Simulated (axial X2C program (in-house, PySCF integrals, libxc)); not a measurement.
**Relativistic diatomic calculation for CsSb⁺**

System: CsSb⁺. The reference is closed-shell CsSb; the roots are the vertical energies to take an electron from it, which leaves states of CsSb⁺. The distance is the PBE0 minimum at charge 0.
Method: EOM-IP-CCSD, two-component X2C with atomic mean-field Coulomb and Gaunt terms, Cs dyall-cv3z, Sb dyall-cv3z (cores contracted) (axial X2C program (in-house, PySCF integrals, libxc)).

### Output
```
two-component X2C + atomic mean field  HF
basis functions 266  fitting functions 1363  grid points 5810
iter        total energy     max residual
   1     -14255.183181637     4.51e-01
   2     -14255.215368363     6.95e-03
   3     -14255.216173167     9.25e-03
   4     -14255.216288588     2.04e-03
   5     -14255.216307110     6.63e-04
   6     -14255.216310556     4.50e-04
   7     -14255.216310971     6.86e-05
   8     -14255.216311028     2.68e-05
   9     -14255.216311033     9.00e-06
  10     -14255.216311034     2.84e-06
  11     -14255.216311034     1.68e-06
converged
one-electron -20358.62124925  Coulomb 6058.15241917  exact exchange -360.65708408  xc functional 0.00000000  nuclear repulsion 414.62069180  atomic mean-field constant -8.71108868
correlated 14  virtual 356  natural virtual 92  E(MP2) -0.262626534  MP2 remainder -0.013826670
iter   CCSD correlation   residual
   1     -0.274773740   1.50e-01
   2     -0.285156276   8.52e-02
   3     -0.287232917   5.34e-02
   4     -0.288190572   3.15e-02
   5     -0.288599255   1.45e-02
   6     -0.288719796   6.87e-03
   7     -0.288790904   4.02e-03
   8     -0.288795244   2.10e-03
   9     -0.288793439   8.72e-04
  10     -0.288799822   4.58e-04
  11     -0.288801719   3.19e-04
  12     -0.288801694   1.83e-04
  13     -0.288800775   8.15e-05
  14     -0.288801000   4.25e-05
  15     -0.288801552   2.46e-05
  16     -0.288802039   1.46e-05
  17     -0.288802376   9.17e-06
  18     -0.288802548   5.38e-06
  19     -0.288802610   2.88e-06
  20     -0.288802637   1.50e-06
  21     -0.288802641   7.54e-07
(T) -0.0118371428210413  T1 0.0113  D1 0.0229  max T2 0.226
EOM-IP-CCSD roots
2*Omega      energy/Eh   energy/eV  one-particle weight
    1       0.19248021      5.2377      0.904
    1       0.22208233      6.0432      0.933
    1       0.28127761      7.6540      0.043
    1       0.46352602     12.6132      0.682
    3       0.23747623      6.4621      0.000
    3       0.28222116      7.6796      0.000
    3       0.28836350      7.8468      0.000
    5       0.28492119      7.7531      0.000
```

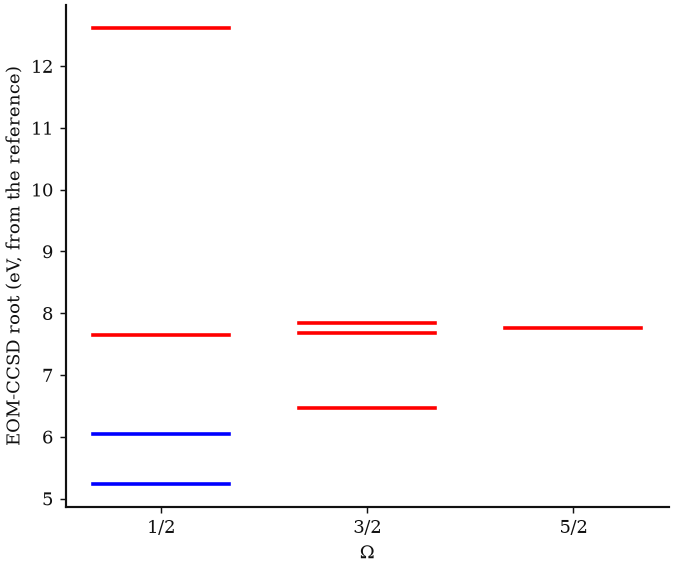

EOM-CCSD roots by Ω at 3.58 Å; roots whose one-particle weight is under 0.8 have the second colour. The lowest has Ω = 1/2 and lies at 5.238 eV, with one-particle weight 0.90. 6 of the 8 roots are less well described at this level.

### Input file
```
{"zs": [55, 51], "q": 1, "bas": ["dyall-cv3z", "dyall-cv3z"], "r0": 3.72, "eom": "ip", "rq": 0, "thr": -1.0, "nmax": 95, "grid": [1, 0.96, 1.045, 0.92, 1.09, 1.15]}
```

The line is the task of a batch: nuclear charges, charge, bases, a first guess of the distance and further settings. This report covers the levels named above. The log is that of the reference distance 3.58 Å.

The run was one of a batch that the task file lists, launched with:
```bash
python <driver script> task.json out
```

### Key numbers

- outcome: converged
- HF energy of the reference CsSb: −14255.21631 hartree
- MP2 energy of the reference CsSb: −14255.47894 hartree
- CCSD energy of the reference CsSb (with the MP2 share of the virtual spinors left out of the coupled-cluster step): −14255.51894 hartree
- CCSD(T) energy of the reference CsSb: −14255.53078 hartree
- T1 diagnostic (spinor form; for a closed shell √2 times the usual value): 0.011
- hardware: 1 thread of Intel Xeon @ 2.90GHz (Ice Lake), 16 GiB of memory available, shared host
- wall time: 16 s
- peak memory: 0.96 GiB
